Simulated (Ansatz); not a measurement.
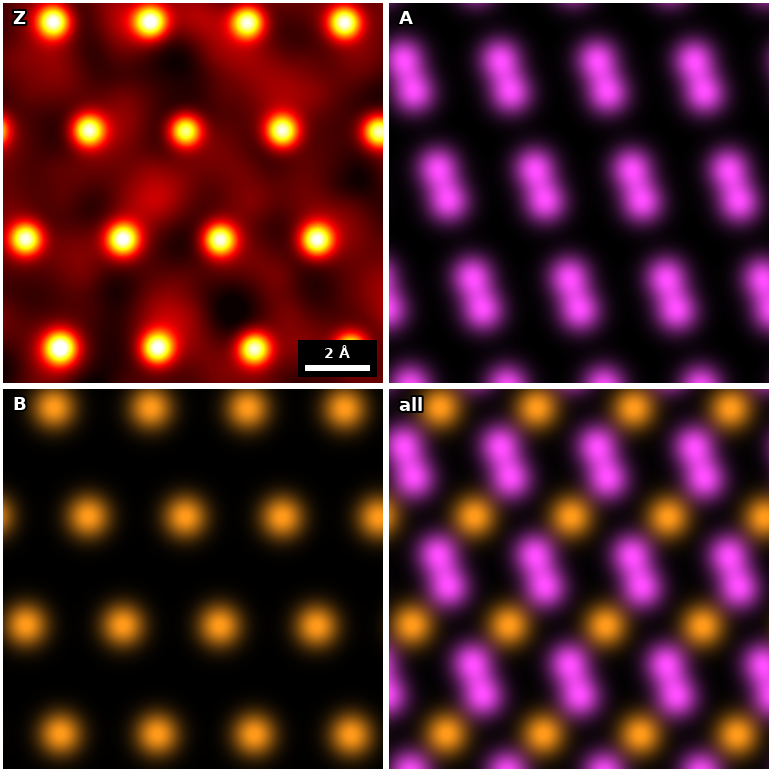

SnC₂ (Immm, No. 71) along [111]. Panel Z: The image is simulated as a sum over atoms of Z^1.7, blurred by a 0.85 Å probe (no channelling). The probe carries 25 % of its weight in a tail 2.5 times as wide. The speckle of an amorphous layer was added. The other panels are simulated element maps (the number of atoms of one element along the beam, blurred by 1.1 Å; each on its own scale, no channelling); the last overlays them. Model: coordinates from a relaxation with Ansatz 0.2.0, DFT PBEsol, scalar-relativistic, plane waves, PAW; the starting structure was generated, so it need not be a known form of this composition.

```xyz
6
Lattice="3.3845 0.0000 0.0000 0.0000 4.2940 0.0000 0.0000 0.0000 5.7246" Properties=species:S:1:pos:R:3 pbc="T T T"
Sn    0.0000    0.0000    0.0000
C     1.6923    1.4813    0.0000
C     1.6923    2.8128    0.0000
Sn    1.6923    2.1470    2.8623
C     0.0000    3.6283    2.8623
C     0.0000    0.6657    2.8623
```

**Which element does each lettered map show?**

C, B: Sn. The projected cell (3.06 × 3.61 Å, 108°) holds 3 columns: 2 of C and 1 of Sn. No column is shared by two of the mapped elements.
